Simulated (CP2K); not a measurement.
Consider 3-ethynylpyridine at its PBE geometry (Å).

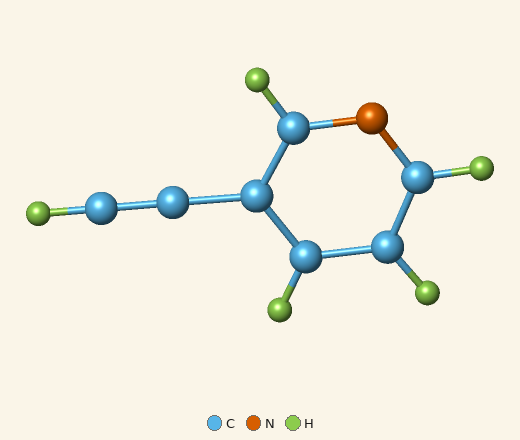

The molecule (carbon blue, nitrogen orange, hydrogen green).

```xyz
13

C     3.1528    0.1823   -0.6475
C     1.9682    0.1581   -0.3791
C     0.5790    0.1234   -0.0703
C    -0.2328   -0.9581   -0.4621
C    -1.5846   -0.9348   -0.1326
C    -2.0883    0.1587    0.5797
N    -1.3342    1.2051    0.9684
C    -0.0352    1.1762    0.6458
H     4.1963    0.1989   -0.8811
H     0.2035   -1.7891   -1.0148
H    -2.2427   -1.7541   -0.4212
H    -3.1463    0.2021    0.8500
H     0.5645    2.0314    0.9648
```

Method: CP2K XAS_TDP, all-electron GAPW, PBEh(45%), aug-cc-pVDZ, TDA, no relativity.

Q: Predict the bright core excitations at the N K edge.

Leading lines: N7 394.83 eV. The leading line of an atom is its first one with 35 % of the strongest within 2.5 eV of its lowest line over the strength cut. 

The first six lines of each atom with a strength over 0.0015:

| atom | energy (eV) | states | strength, one atom |
| --- | --- | --- | --- |
| N7 (bonded to 2 C) | 394.83 | 1 | 0.0518 |
|  | 400.49 | 2 | 0.0069 |
|  | 402.12 | 1 | 0.0046 |
|  | 402.36 | 1 | 0.0024 |
|  | 402.45 | 1 | 0.0029 |
|  | 403.05 | 1 | 0.0021 |

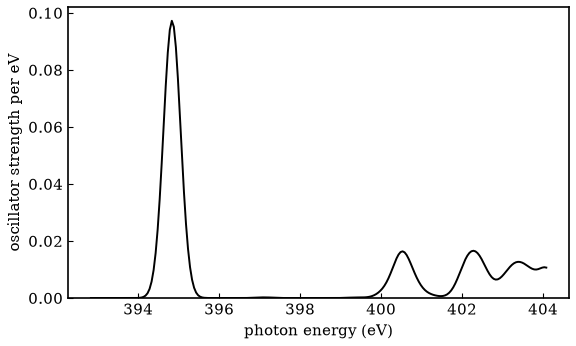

All atoms added, broadened by 0.5 eV.

Lines are vertical, at one geometry, with no vibrational structure. Without a correction of the core level, line positions, and the gaps between valence and Rydberg lines, follow the share of exact exchange. At this level such K lines come out 3 to 6 eV under measured ones. These values hold no scalar relativity, about 0.2 eV for N 1s. Rydberg lines, and the discretised continuum above threshold, depend on the basis and the box.

[Banner, clock and machine lines of the logs are left out without a mark of their own.]

[Logs are printed without paths, hosts, clocks, repeated set-up lines and the standing remarks that a program may print on its own settings, such as how far it seeks lower states.]

[Hosts, paths, dates, database ids (printed as entryN), source tags and the programs' standing remarks are cut or masked in the printed files.]
